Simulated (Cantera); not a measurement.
Input: 1 mol HgO, a varied amount of H2, at 877 °C and 0.130 bar.

These are equilibrium values from Cantera (NASA tables, ideal gas, pure condensed phases), not measurements of a reactor. Candidate condensed phases: H2O, Hg, HgO; 10 gas species. Equilibrium is a limit: real reactors are often held back by kinetics, nucleation or transport.

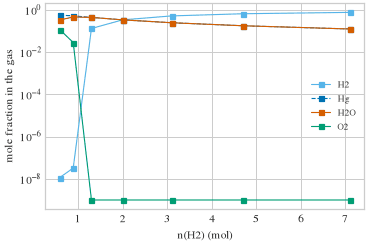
Figure: Equilibrium gas composition (values under 1e-9 drawn at 1e-9)

**Question.** Read off the mole fractions at 0.59 mol H2.

**Answer.** Hg about 0.56, H2O about 0.33, O2 about 0.11, H2 about 1.2e-8.
